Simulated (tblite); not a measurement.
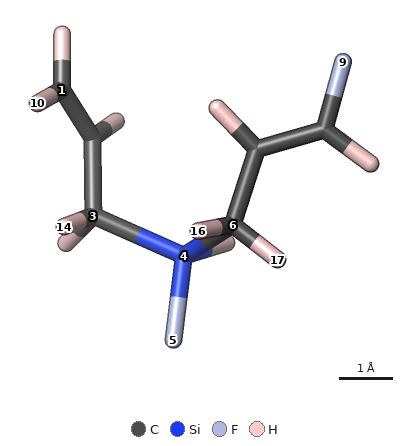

**Figure 1.** The input geometry (stick view, seen at a tilt; atoms are numbered from 1 in the order of the input). Bond lengths as drawn: C–C 1.33 to 1.51 Å, C–F 1.34 Å, C–H 1.08 to 1.10 Å, C–Si 1.87 to 1.89 Å, F–Si 1.61 Å and H–Si 1.50 Å.

# C$_{6}$H$_{10}$F$_{2}$Si: geometry relaxation (part 1 of 4)

- system: C$_{6}$H$_{10}$F$_{2}$Si
- method: GFN2-xTB geometry optimisation, gas phase (tblite 0.8.0)

It belongs to a series of runs on one base structure; here: H on Si replaced by allyl.

Input:
```
{"job": {"kind": "relax", "xc": "GFN2-xTB", "basis": "xTB"}, "charge": 0, "multiplicity": 1}
C      2.491000     1.211600     0.075800
C      1.908600     0.248000     0.793400
C      1.570300    -1.120100     0.264300
Si    -0.258300    -1.577300     0.337400
F     -0.381200    -3.122500    -0.107400
C     -1.326300    -0.566900    -0.825000
C     -1.507100     0.881200    -0.451400
C     -2.676800     1.419800    -0.111400
F     -2.783200     2.716100     0.197100
H      2.717900     1.080600    -0.969600
H      2.726900     2.170000     0.525200
H      1.711800     0.426400     1.860500
H      2.124500    -1.859700     0.840800
H      1.893700    -1.210500    -0.783900
H     -0.765200    -1.472700     1.744000
H     -0.879300    -0.605000    -1.811400
H     -2.296300    -1.057300    -0.897600
H     -0.639400     1.526100    -0.474900
H     -3.641400     0.921500    -0.048600
```

The first line tells a small driver script what to run in tblite; the rest is the geometry in Å.

Hardware: 1 CPU thread, shared host.

Command:
```bash
OMP_NUM_THREADS=1 python <driver script> task.json out
```

Log:
```
step      E/eV     max force
  0    -792.70500    1.434
  1    -792.75788    0.630
  2    -792.77505    0.316
  3    -792.78216    0.257
  4    -792.79174    0.184
  5    -792.79692    0.216
  6    -792.80071    0.165
  7    -792.80262    0.142
  8    -792.80380    0.088
  9    -792.80438    0.046
 10    -792.80470    0.042
 11    -792.80504    0.052
 12    -792.80536    0.050
 13    -792.80563    0.031
 14    -792.80584    0.029
 15    -792.80602    0.036
 16    -792.80619    0.039
 17    -792.80635    0.034
 18    -792.80649    0.027
 19    -792.80663    0.031
 20    -792.80677    0.038
 21    -792.80693    0.032
 22    -792.80709    0.031
 23    -792.80725    0.031
 24    -792.80742    0.033
 25    -792.80761    0.032
 26    -792.80786    0.037
 27    -792.80819    0.056
 28    -792.80854    0.054
 29    -792.80884    0.040
 30    -792.80907    0.040
 31    -792.80930    0.038
 32    -792.80956    0.048
 33    -792.80984    0.047
 34    -792.81010    0.047
 35    -792.81034    0.041
 36    -792.81063    0.048
 37    -792.81102    0.063
 38    -792.81149    0.060
 39    -792.81194    0.057
 40    -792.81233    0.052
 41    -792.81268    0.049
 42    -792.81299    0.044
 43    -792.81324    0.030
 44    -792.81341    0.025
 45    -792.81357    0.031
 46    -792.81375    0.041
 47    -792.81394    0.041
 48    -792.81410    0.029
 49    -792.81422    0.023
 50    -792.81434    0.026
 51    -792.81448    0.029
 52    -792.81464    0.029
 53    -792.81481    0.028
 54    -792.81496    0.030
 55    -792.81511    0.030
 56    -792.81528    0.030
 57    -792.81544    0.031
 58    -792.81556    0.026
 59    -792.81565    0.027
 60    -792.81575    0.023
 61    -792.81585    0.020
 62    -792.81593    0.019
 63    -792.81599    0.020
 64    -792.81606    0.020
 65    -792.81613    0.018
 66    -792.81620    0.015
 67    -792.81624    0.009
```

Trajectory as extended XYZ (Å, eV, eV/Å), 43 of the 68 frames kept, from step=0 to step=67:
```
19
Properties=species:S:1:pos:R:3:forces:R:3 step=0 energy=-792.70500
C     2.4910    1.2116    0.0758   -0.4900  -0.4340   0.6140
C     1.9086    0.2480    0.7934    0.3930   0.3300  -0.1530
C     1.5703   -1.1201    0.2643    0.2690   0.3810  -0.2080
Si   -0.2583   -1.5773    0.3374   -0.1060   0.2020   1.4160
F    -0.3812   -3.1225   -0.1074   -0.0380  -0.1080  -0.0430
C    -1.3263   -0.5669   -0.8250   -0.4600   0.7020  -0.1160
C    -1.5071    0.8812   -0.4514   -0.6400  -0.1910   0.0840
C    -2.6768    1.4198   -0.1114    0.4540  -0.7480  -0.2720
F    -2.7832    2.7161    0.1971    0.0150   0.3840   0.1110
H     2.7179    1.0806   -0.9696    0.0200   0.0430   0.0390
H     2.7269    2.1700    0.5252   -0.0250  -0.2250  -0.2050
H     1.7118    0.4264    1.8605   -0.0060  -0.2020  -0.5770
H     2.1245   -1.8597    0.8408    0.0840  -0.0420   0.0310
H     1.8937   -1.2105   -0.7839    0.1310   0.1060   0.2600
H    -0.7652   -1.4727    1.7440    0.1470  -0.2020  -0.6030
H    -0.8793   -0.6050   -1.8114    0.0810   0.0440  -0.3190
H    -2.2963   -1.0573   -0.8976   -0.1240   0.1060  -0.0290
H    -0.6394    1.5261   -0.4749    0.0270  -0.1430   0.0040
H    -3.6414    0.9215   -0.0486    0.2650  -0.0040  -0.0330
19
Properties=species:S:1:pos:R:3:forces:R:3 step=2 energy=-792.77505
C     2.4828    1.2086    0.0835   -0.1310  -0.1410  -0.0130
C     1.9152    0.2470    0.7947    0.2080   0.0240  -0.2370
C     1.5778   -1.1094    0.2611   -0.0020  -0.0690   0.1430
Si   -0.2614   -1.5707    0.3748    0.0310   0.1200  -0.1080
F    -0.3822   -3.1225   -0.1074   -0.0080   0.2820   0.1190
C    -1.3374   -0.5503   -0.8285    0.1010  -0.2310  -0.0630
C    -1.5129    0.8743   -0.4524   -0.2190   0.2020   0.0280
C    -2.6754    1.4087   -0.1148    0.2390   0.1480  -0.0270
F    -2.7816    2.7216    0.1992    0.0630  -0.1440   0.0010
H     2.7176    1.0821   -0.9647   -0.0230   0.0160   0.1210
H     2.7258    2.1626    0.5189   -0.0030   0.0110  -0.0400
H     1.7113    0.4200    1.8433   -0.0800  -0.1120  -0.0270
H     2.1269   -1.8596    0.8409    0.0340   0.0760  -0.0490
H     1.8986   -1.2069   -0.7774    0.1360   0.0960   0.0130
H    -0.7621   -1.4795    1.7288   -0.1180  -0.1480   0.1810
H    -0.8775   -0.6031   -1.8195   -0.0260   0.0520   0.0120
H    -2.3009   -1.0536   -0.8988   -0.1250   0.1170  -0.0430
H    -0.6414    1.5193   -0.4747   -0.0420  -0.1640   0.0050
H    -3.6330    0.9208   -0.0498   -0.0350  -0.1340  -0.0180
19
Properties=species:S:1:pos:R:3:forces:R:3 step=3 energy=-792.78216
C     2.4811    1.2076    0.0828   -0.0620  -0.0140  -0.0100
C     1.9179    0.2460    0.7925    0.1140  -0.0320  -0.0760
C     1.5784   -1.1094    0.2630   -0.0030  -0.0630   0.0230
Si   -0.2612   -1.5684    0.3764    0.0290   0.1360  -0.1090
F    -0.3824   -3.1185   -0.1058   -0.0080   0.2340   0.1070
C    -1.3368   -0.5522   -0.8296    0.0280  -0.1050  -0.0060
C    -1.5147    0.8761   -0.4525   -0.0730  -0.0050  -0.0390
C    -2.6736    1.4108   -0.1150    0.0180   0.0390  -0.0090
F    -2.7805    2.7196    0.1993    0.0470  -0.0210   0.0300
H     2.7172    1.0824   -0.9622   -0.0040   0.0020   0.0210
H     2.7256    2.1620    0.5178   -0.0140   0.0010  -0.0360
H     1.7102    0.4178    1.8414   -0.0630  -0.1020  -0.0390
H     2.1275   -1.8584    0.8402    0.0580   0.0320  -0.0110
H     1.9009   -1.2053   -0.7767    0.1080   0.0820   0.0440
H    -0.7634   -1.4821    1.7300   -0.1170  -0.1380   0.1830
H    -0.8777   -0.6022   -1.8199   -0.0170   0.0430  -0.0100
H    -2.3031   -1.0517   -0.8995   -0.0940   0.1060  -0.0440
H    -0.6425    1.5163   -0.4745    0.0150  -0.1100   0.0030
H    -3.6326    0.9189   -0.0502    0.0360  -0.0860  -0.0220
19
Properties=species:S:1:pos:R:3:forces:R:3 step=5 energy=-792.79692
C     2.4747    1.2079    0.0807    0.0420   0.0380   0.0110
C     1.9283    0.2392    0.7883   -0.0580   0.0210   0.0980
C     1.5816   -1.1106    0.2653    0.0430  -0.0290  -0.1090
Si   -0.2604   -1.5530    0.3817   -0.0290   0.1240   0.0300
F    -0.3837   -3.0973   -0.0960   -0.0120   0.0260   0.0400
C    -1.3384   -0.5565   -0.8327   -0.1140   0.1100  -0.0010
C    -1.5201    0.8745   -0.4566    0.1410  -0.1480  -0.0700
C    -2.6724    1.4135   -0.1161   -0.1480  -0.0910   0.0020
F    -2.7753    2.7174    0.2024    0.0060   0.0780   0.0540
H     2.7164    1.0832   -0.9575    0.0280  -0.0220  -0.1790
H     2.7238    2.1598    0.5125   -0.0270   0.0700   0.0250
H     1.7041    0.4060    1.8320   -0.0210  -0.0380   0.0760
H     2.1336   -1.8554    0.8390    0.0610  -0.0680   0.0470
H     1.9131   -1.1967   -0.7716    0.0500   0.0030  -0.0200
H    -0.7726   -1.4976    1.7402   -0.0520  -0.0810   0.0600
H    -0.8790   -0.5976   -1.8231   -0.0200  -0.0050  -0.0020
H    -2.3134   -1.0408   -0.9041   -0.0080   0.0230  -0.0410
H    -0.6430    1.5027   -0.4741    0.0880  -0.0040  -0.0060
H    -3.6272    0.9103   -0.0526    0.0280  -0.0050  -0.0140
19
Properties=species:S:1:pos:R:3:forces:R:3 step=6 energy=-792.80071
C     2.4727    1.2079    0.0802    0.1060   0.0920  -0.0660
C     1.9317    0.2376    0.7879   -0.1120  -0.0140   0.1210
C     1.5840   -1.1118    0.2642    0.0590   0.0040  -0.0510
Si   -0.2609   -1.5437    0.3848   -0.0400   0.0560   0.0630
F    -0.3845   -3.0880   -0.0911   -0.0150  -0.0170   0.0230
C    -1.3416   -0.5562   -0.8344   -0.0750   0.0810  -0.0210
C    -1.5202    0.8718   -0.4595    0.0000   0.0150   0.0030
C    -2.6736    1.4127   -0.1168    0.0380  -0.0830  -0.0250
F    -2.7730    2.7177    0.2048   -0.0050   0.0070   0.0380
H     2.7166    1.0831   -0.9596    0.0090  -0.0170  -0.1120
H     2.7225    2.1609    0.5110   -0.0400   0.0490   0.0200
H     1.7011    0.4003    1.8303   -0.0010  -0.0090   0.0980
H     2.1374   -1.8556    0.8395    0.0270  -0.0640   0.0270
H     1.9195   -1.1931   -0.7703    0.0350  -0.0300  -0.0660
H    -0.7776   -1.5059    1.7457   -0.0190  -0.0480  -0.0010
H    -0.8801   -0.5958   -1.8243   -0.0220  -0.0280   0.0050
H    -2.3179   -1.0358   -0.9070   -0.0100  -0.0170  -0.0370
H    -0.6413    1.4968   -0.4741    0.0910   0.0180  -0.0100
H    -3.6249    0.9064   -0.0539   -0.0260   0.0030  -0.0080
19
Properties=species:S:1:pos:R:3:forces:R:3 step=8 energy=-792.80380
C     2.4746    1.2090    0.0786    0.0260  -0.0160  -0.0020
C     1.9308    0.2386    0.7900   -0.0070   0.0480  -0.0190
C     1.5878   -1.1128    0.2622    0.0230   0.0250   0.0270
Si   -0.2626   -1.5360    0.3882   -0.0020  -0.0210   0.0190
F    -0.3857   -3.0822   -0.0867   -0.0170  -0.0010   0.0230
C    -1.3459   -0.5537   -0.8363    0.0070  -0.0060  -0.0060
C    -1.5192    0.8717   -0.4613   -0.0080   0.0870   0.0120
C    -2.6734    1.4104   -0.1178    0.0490   0.0240   0.0010
F    -2.7717    2.7170    0.2079   -0.0120  -0.0640   0.0230
H     2.7171    1.0823   -0.9652   -0.0150   0.0000   0.0250
H     2.7199    2.1640    0.5109   -0.0380   0.0100  -0.0190
H     1.6990    0.3964    1.8341    0.0170   0.0110   0.0400
H     2.1407   -1.8583    0.8406   -0.0170  -0.0110  -0.0220
H     1.9251   -1.1922   -0.7725    0.0150  -0.0330  -0.0310
H    -0.7818   -1.5132    1.7496   -0.0050  -0.0190  -0.0230
H    -0.8818   -0.5960   -1.8247   -0.0170  -0.0310  -0.0030
H    -2.3215   -1.0334   -0.9106   -0.0210  -0.0220  -0.0270
H    -0.6366    1.4937   -0.4746    0.0390   0.0080  -0.0080
H    -3.6247    0.9040   -0.0551   -0.0160   0.0110  -0.0120
19
Properties=species:S:1:pos:R:3:forces:R:3 step=10 energy=-792.80470
C     2.4768    1.2090    0.0784   -0.0060   0.0090   0.0100
C     1.9295    0.2412    0.7906    0.0140  -0.0170   0.0060
C     1.5895   -1.1119    0.2622   -0.0120   0.0120   0.0000
Si   -0.2629   -1.5356    0.3892    0.0180  -0.0030  -0.0180
F    -0.3869   -3.0821   -0.0848   -0.0150  -0.0030   0.0190
C    -1.3469   -0.5528   -0.8365    0.0090  -0.0120   0.0050
C    -1.5178    0.8744   -0.4616    0.0060  -0.0010  -0.0130
C    -2.6725    1.4105   -0.1177    0.0170   0.0020   0.0010
F    -2.7725    2.7146    0.2101   -0.0170   0.0060   0.0380
H     2.7165    1.0820   -0.9660   -0.0100  -0.0010   0.0330
H     2.7173    2.1656    0.5101   -0.0250   0.0080  -0.0270
H     1.6999    0.3967    1.8373    0.0220   0.0130  -0.0240
H     2.1404   -1.8597    0.8399   -0.0140   0.0110  -0.0200
H     1.9265   -1.1941   -0.7743   -0.0010  -0.0110   0.0260
H    -0.7828   -1.5153    1.7492   -0.0090  -0.0150  -0.0050
H    -0.8830   -0.5979   -1.8248   -0.0090  -0.0200  -0.0040
H    -2.3226   -1.0343   -0.9126    0.0020   0.0090  -0.0100
H    -0.6331    1.4942   -0.4751    0.0160   0.0050  -0.0030
H    -3.6252    0.9047   -0.0560    0.0150   0.0070  -0.0170
19
Properties=species:S:1:pos:R:3:forces:R:3 step=11 energy=-792.80504
C     2.4773    1.2090    0.0786   -0.0170   0.0180   0.0110
C     1.9297    0.2418    0.7908    0.0140  -0.0330   0.0180
C     1.5900   -1.1111    0.2623   -0.0210  -0.0020  -0.0130
Si   -0.2626   -1.5351    0.3895    0.0080   0.0060  -0.0200
F    -0.3879   -3.0815   -0.0832   -0.0120  -0.0120   0.0130
C    -1.3472   -0.5527   -0.8366    0.0030  -0.0020   0.0010
C    -1.5169    0.8756   -0.4622    0.0180  -0.0340  -0.0180
C    -2.6717    1.4107   -0.1176    0.0010  -0.0070   0.0010
F    -2.7732    2.7136    0.2123   -0.0140   0.0290   0.0410
H     2.7160    1.0818   -0.9653   -0.0020  -0.0040   0.0100
H     2.7154    2.1665    0.5088   -0.0160   0.0200  -0.0170
H     1.7007    0.3969    1.8377    0.0190   0.0130  -0.0260
H     2.1400   -1.8600    0.8390   -0.0090   0.0100  -0.0070
H     1.9274   -1.1951   -0.7743   -0.0070   0.0000   0.0310
H    -0.7837   -1.5172    1.7491   -0.0060  -0.0090  -0.0040
H    -0.8839   -0.5993   -1.8251   -0.0040  -0.0150  -0.0040
H    -2.3233   -1.0341   -0.9139    0.0140   0.0170   0.0020
H    -0.6311    1.4942   -0.4754    0.0040   0.0020  -0.0020
H    -3.6248    0.9050   -0.0570    0.0250   0.0040  -0.0180
19
Properties=species:S:1:pos:R:3:forces:R:3 step=13 energy=-792.80563
C     2.4770    1.2097    0.0796   -0.0260   0.0170  -0.0050
C     1.9312    0.2417    0.7915    0.0100  -0.0160   0.0110
C     1.5900   -1.1099    0.2621   -0.0130  -0.0200  -0.0060
Si   -0.2620   -1.5338    0.3893   -0.0230   0.0000  -0.0060
F    -0.3905   -3.0809   -0.0792   -0.0040  -0.0200   0.0020
C    -1.3475   -0.5528   -0.8371    0.0010   0.0120  -0.0140
C    -1.5148    0.8767   -0.4642    0.0130  -0.0260  -0.0050
C    -2.6695    1.4113   -0.1175   -0.0020   0.0000   0.0020
F    -2.7750    2.7127    0.2187    0.0070   0.0150   0.0260
H     2.7149    1.0813   -0.9634    0.0050  -0.0050  -0.0240
H     2.7107    2.1695    0.5056   -0.0050   0.0260   0.0050
H     1.7032    0.3977    1.8376    0.0070   0.0070   0.0040
H     2.1389   -1.8600    0.8370    0.0010  -0.0060   0.0210
H     1.9291   -1.1966   -0.7729   -0.0090   0.0150   0.0030
H    -0.7857   -1.5213    1.7485    0.0020   0.0030  -0.0080
H    -0.8857   -0.6026   -1.8260    0.0100  -0.0060  -0.0090
H    -2.3242   -1.0328   -0.9162    0.0130   0.0170   0.0210
H    -0.6274    1.4938   -0.4761   -0.0120  -0.0070   0.0000
H    -3.6227    0.9054   -0.0599    0.0260  -0.0070  -0.0160
19
Properties=species:S:1:pos:R:3:forces:R:3 step=14 energy=-792.80584
C     2.4762    1.2104    0.0799   -0.0220   0.0090  -0.0140
C     1.9321    0.2412    0.7919    0.0040   0.0050  -0.0010
C     1.5896   -1.1099    0.2621   -0.0010  -0.0150   0.0070
Si   -0.2623   -1.5336    0.3890   -0.0250  -0.0090   0.0000
F    -0.3915   -3.0814   -0.0778   -0.0020  -0.0150  -0.0010
C    -1.3473   -0.5527   -0.8376    0.0040   0.0100  -0.0170
C    -1.5140    0.8767   -0.4649    0.0020   0.0000   0.0040
C    -2.6685    1.4116   -0.1174    0.0050   0.0070   0.0020
F    -2.7755    2.7126    0.2217    0.0190  -0.0070   0.0160
H     2.7146    1.0810   -0.9631    0.0020  -0.0010  -0.0220
H     2.7090    2.1713    0.5045   -0.0060   0.0140   0.0070
H     1.7044    0.3984    1.8376    0.0020   0.0020   0.0160
H     2.1384   -1.8600    0.8367    0.0010  -0.0120   0.0260
H     1.9293   -1.1969   -0.7723   -0.0080   0.0170  -0.0120
H    -0.7863   -1.5225    1.7479    0.0020   0.0070  -0.0070
H    -0.8860   -0.6040   -1.8265    0.0140  -0.0020  -0.0130
H    -2.3240   -1.0319   -0.9165    0.0020   0.0110   0.0220
H    -0.6265    1.4936   -0.4764   -0.0090  -0.0080   0.0000
H    -3.6213    0.9054   -0.0614    0.0170  -0.0110  -0.0130
```
